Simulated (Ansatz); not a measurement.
Results of BLYP (Ansatz, a quantum-chemistry and plane-wave program, plane waves, PAW) for CsCl-type PdIn.

Settings: plane-wave cutoff 520 eV, 18×18×18 k mesh, Fermi–Dirac smearing 0.05 eV, scalar-relativistic PAW data made under PBE.

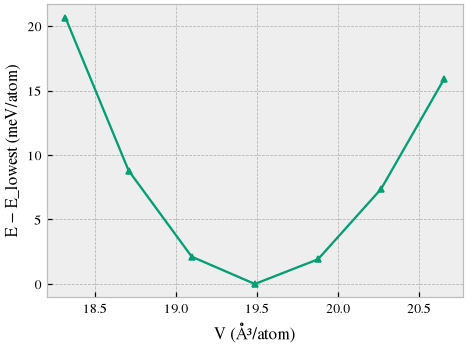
*Total energy against volume*

**Question.** From the curve, estimate the equilibrium volume and the bulk modulus.

**Answer.** V0 ≈ 19.5 Å³/atom and B0 ≈ 82 GPa; the fit gives V0 = 19.489 Å³/atom, B0 = 82.4 GPa, B′ = 5.4.

Note: the cell is over a tenth larger than the published one: the level's own overestimate first of all, though another phase or state, or a fault of the published cell, is possible.

Spin–orbit coupling is not included.

Static lattice: no zero-point or thermal effects.
